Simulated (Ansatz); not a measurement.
Results of LDA (PAW; Ansatz, an electronic-structure program) for cubic perovskite BaHfO₃.

Numerical settings: plane-wave cutoff 520 eV, 8×8×8 k mesh, Fermi–Dirac smearing 0.01 eV, scalar-relativistic PAW data made under PBE.

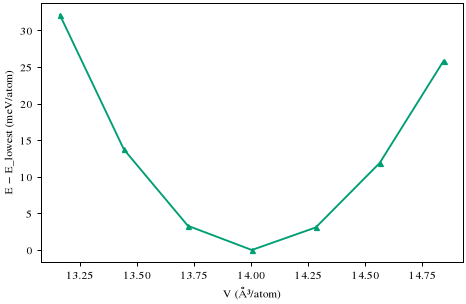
*Total energy against volume*

From the curve, estimate the equilibrium volume and the bulk modulus.

V0 ≈ 14.0 Å³/atom and B0 ≈ 180 GPa; the fit gives V0 = 14.003 Å³/atom, B0 = 183 GPa, B′ = 4.4.

Measured, for comparison: equilibrium volume per atom 14.51 Å³/atom (room temperature, not corrected to a static lattice; as tabulated in Zhao et al. (2008), arXiv:0809.3506). Computed (rounded) less measured: equilibrium volume per atom -3.5 %.

Spin–orbit coupling is not included.

The computed numbers hold no vibrational or temperature effects.
